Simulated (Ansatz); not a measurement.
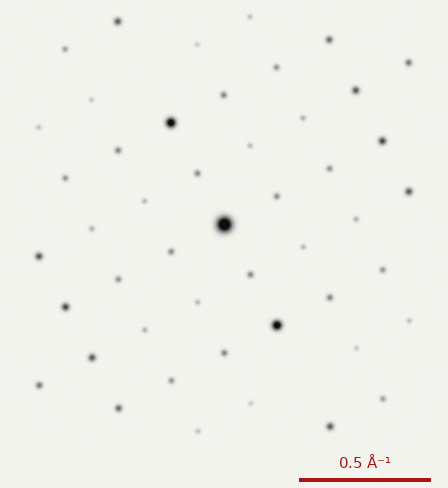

Kinematic zone-axis pattern, calculated for 80 keV electrons with B = 0.3 Å².

It belongs to Sc₂Si₂Au₇, space group C2/m (No. 12), a = 10.07 Å, b = 9.16 Å, c = 5.12 Å, β = 120.00°. Structure: the geometry relaxed with DFT, PAW plane waves, pbe (Ansatz 0.2.0); the starting structure was generated, so it need not be a known form of this composition.

Determine the zone axis from the geometry of the pattern.

Answer. The spots form a rectangular net whose two shortest vectors correspond to d = 4.58 Å and 4.39 Å, 90.0° apart. They index as 0 2 0 and 2 0 -1, so the zone axis is ±[102]. The zones [100], [011] give nearly the same net, so geometry alone does not settle it; this pattern was computed for [102].

Which reflections of this zone are missing, and why?

Answer. The lattice centring (C) removes all reflections that break h + k = 2n; reflections such as 0 6 0 are allowed but too weak to see at this display level.
